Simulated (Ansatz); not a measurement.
# GeH₃ (doublet): the correlation ladder, aug-cc-pVDZ

Aim: climb from Hartree-Fock through coupled cluster and multireference methods for GeH₃ (doublet) at one geometry and basis, and see what each rung misses.

Method: aug-cc-pVDZ, core rule «outside noble gas», up to 14 orbitals frozen; program: Ansatz 0.2.0, Gaussian basis.

To be run: UHF; CCSD(T) on ROHF; CCSD(T) on UHF; BCCD(T) on ROHF; CISD as a restricted active space (open shells left free, so some higher excitations enter); CCSDT(Q) on ROHF; CCSDT(Q) on UHF; CASSCF and MRCISD+Q, 7 electrons in 7 orbitals; CASSCF and NEVPT2, 7 electrons in 7 orbitals.

28 further runs of the same task are left out: 6 for a known fault of the program, 11 that didn't finish, 11 set aside as unsound or not needed. Runs told in other sessions of the task aren't counted.

## (1) The geometry

The geometry is a PBE0/def2-TZVPD stationary point (not a proven minimum) of the parent state, kept for this charge and spin. No spin-orbit coupling is included. The filled d shell of Ge may be among the frozen orbitals whatever the setting's name suggests.

4 atoms, charge 0, spin multiplicity 2.

Atoms are counted from 1 here; the program's logs count them from 0.

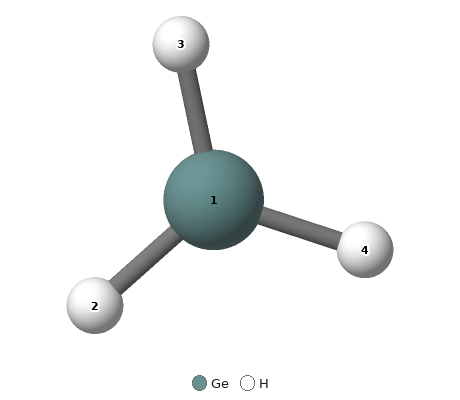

The structure; germanium teal, hydrogen white; atoms are numbered from 1 in the order of the file.

## (2) UHF

The input, in.yaml:

```yaml
crystal:
  periodic: [false, false, false]
  atoms:
    - {symbol: Ge, position_ang: [0.000000, 0.000000, 0.000000]}
    - {symbol: H, position_ang: [1.685905, 0.046488, -0.006500]}
    - {symbol: H, position_ang: [-0.883179, 1.436779, 0.011900]}
    - {symbol: H, position_ang: [-0.802727, -1.483267, -0.005400]}
basis:
  gaussian: {orbitals: aug-cc-pVDZ}
magnetization: {spin_polarized: true, initial_magnetization: 1}
hamiltonian: {xc: hf}
output: {orbitals: {seedname: orbitals}}
```

On the command line:

```sh
> ansatz run in.yaml --threads 1 --pin off --events-out ev --progress --plain --max-ram 2393MiB
```

The runs that follow: CCSD(T) on ROHF; CCSD(T) on UHF; BCCD(T) on ROHF; CISD as a restricted active space (open shells left free, so some higher excitations enter); CCSDT(Q) on ROHF; CCSDT(Q) on UHF; CASSCF and MRCISD+Q, 7 electrons in 7 orbitals; CASSCF and NEVPT2, 7 electrons in 7 orbitals.

Before running them: what should the planned runs give, taken together? Wanted: UCCSDT(Q) from the RHF energy; RMP2 from UCCSDT(Q); UMP2 from UCCSDT(Q); RCCSD from UCCSDT(Q); RCCSD(T) from UCCSDT(Q); UCCSD(T) from UCCSDT(Q); RCCSDT(Q) from UCCSDT(Q); NEVPT2 valence from UCCSDT(Q); MRCISD+Q valence from UCCSDT(Q).

As calculated:

| quantity | value |
| --- | --- |
| UCCSDT(Q) from the ROHF energy | -3.7651 eV |
| RMP2 from UCCSDT(Q) | +88.7 kJ/mol |
| UMP2 from UCCSDT(Q) | +88.9 kJ/mol |
| RCCSD from UCCSDT(Q) | +11.9 kJ/mol |
| RCCSD(T) from UCCSDT(Q) | +3.0 kJ/mol |
| UCCSD(T) from UCCSDT(Q) | +2.7 kJ/mol |
| RCCSDT(Q) from UCCSDT(Q) | +0.4 kJ/mol |
| NEVPT2 valence from UCCSDT(Q) | +61.7 kJ/mol |
| MRCISD+Q valence from UCCSDT(Q) | +1.0 kJ/mol |
| levels within 1 kcal/mol (43 meV) | RCCSD(T), UCCSD(T), BCCD(T), RCCSDT, UCCSDT, RCCSDT(Q), MRCISD+Q valence |
| T1 diagnostic | 0.020 |
| effectively unpaired electrons | 1.04 |

**Reading.** RCCSD(T) lands +3.0 kJ/mol from the yardstick (0.8 % of the correlation energy). One determinant dominates. Of the multireference levels listed MRCISD+Q valence comes nearest in total energy (+1.0 kJ/mol), which doesn't show that its space is the better one. These misses are within one basis, not against nature; the frozen cores of restricted and unrestricted runs differ, which can shift their rows.

With open shells the CI space here admits some higher excitations, so it is larger than plain CISD.
